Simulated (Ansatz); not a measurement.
**CH2BIn (SMILES B=[CH][In]): density, localisation and related maps**

```
atom    x (Å)    y (Å)    z (Å)
   C  -3.0745   1.7358  -0.2597
   B  -3.3406   0.6858   0.5624
  In  -3.1662   3.4727   1.2829
   H  -3.5857  -0.1082   1.4236
   H  -2.8470   2.2466  -1.1989
```

Geometry: PBE-D3(BJ)/def2-SVP; core potentials replace the inner electrons of In.

Computed with Ansatz 0.2.0, isolated molecule in a Gaussian basis; Kohn-Sham density functional theory, functional PBE0.

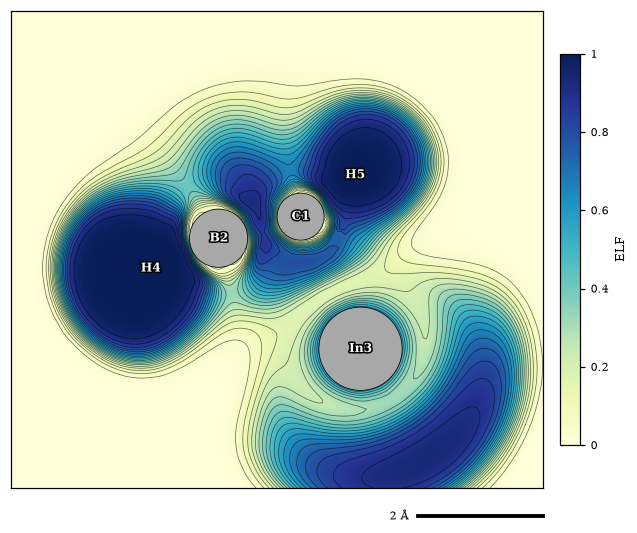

Figure 1. Electron localisation function on the molecular plane. Grey discs cover the atomic cores.

Question: Describe what can be read from this map.

Answer:
- The plane passes through C, B, In and H nuclei.
- C–B (1.36 Å): the ELF peaks at about 0.90 between the atoms; localised, covalent bonding.
- C–In (2.32 Å): the ELF peaks at about 0.80 in the valence shell of C, 0.7 Å from its nucleus, and drops to about 0.15 between the two atoms.
- C–H (1.09 Å): the ELF climbs to about 1 towards the hydrogen, as it does in any bond to H (an ordinary covalent bond to hydrogen).
- B–H (1.20 Å): the ELF climbs to about 1 towards the hydrogen; a covalent bond by its length.

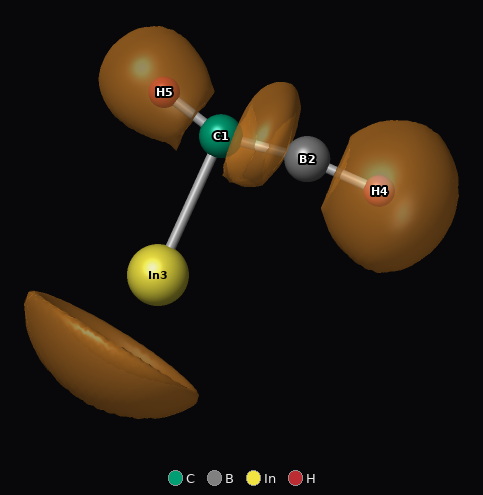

Figure 2. Isosurface of the ELF at 0.8 (orange), seen across its widest extent. Only the valence region is drawn (cores and ρ < 0.01 e/Å³ removed).

Question: Identify the bonds, lone pairs and shells in this picture.

Answer: The surface consists of one region between bonded B–C atoms (shared pairs), two regions around hydrogen nuclei and one lobe on In, pointing away from the bonds (lone pairs).

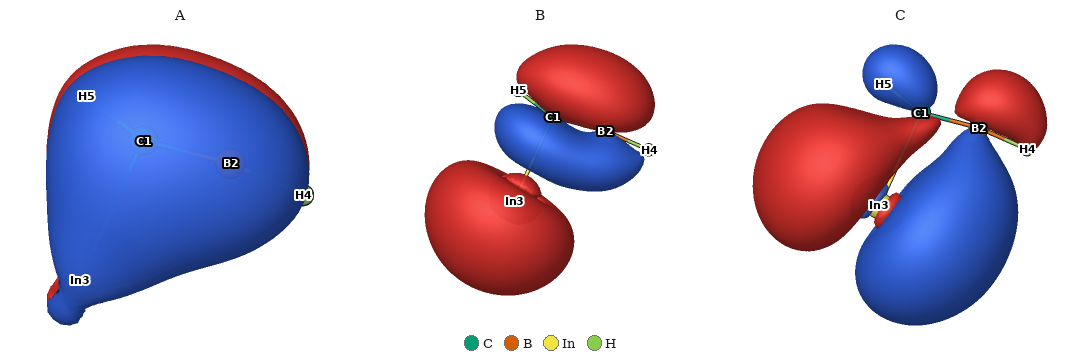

Figure 3. Three frontier orbitals at ±0.06 Å⁻³ᐟ² (blue and red are the two phases), in no order.

Question: Order the three orbitals by energy and name them.

Answer: A is the HOMO−1 (−6.45 eV). It lies mainly on C1 (about 50 %), B2 (about 30 %) and In3 (about 10 %); it changes sign across the molecular plane (π type); π-bonding across C1–B2. B is the HOMO (−6.11 eV). By Hirshfeld shares it lies mainly on In3 (about 50 %), C1 (about 30 %) and B2 (about 20 %); it is symmetric in the molecular plane (an in-plane orbital: σ, lone-pair or in-plane π type). C is the LUMO (−1.97 eV). By Hirshfeld shares it lies mainly on In3 (about 80 %) and B2 (about 10 %); it is symmetric in the molecular plane (an in-plane orbital: σ, lone-pair or in-plane π type).

Question: What is the HOMO–LUMO gap?

Answer: 4.14 eV between the orbital energies.

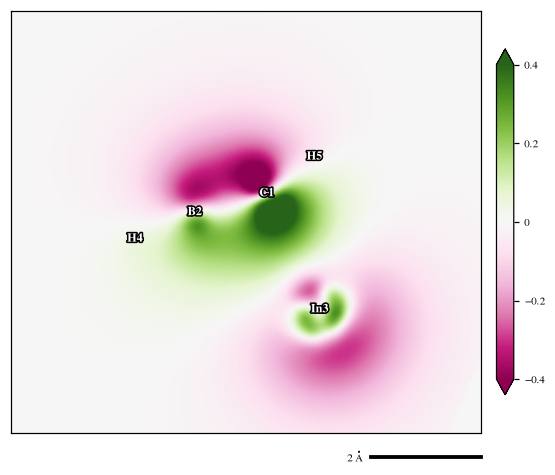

Figure 4. The HOMO on the molecular plane (values in Å⁻³ᐟ²; the overall sign is arbitrary).

Question: Where does this orbital lie, and at what energy?

Answer: Its weight (Hirshfeld) is mainly on In3 (about 50 %), C1 (about 30 %) and B2 (about 20 %); it is symmetric in the molecular plane (an in-plane orbital: σ, lone-pair or in-plane π type). Its energy is −6.11 eV.
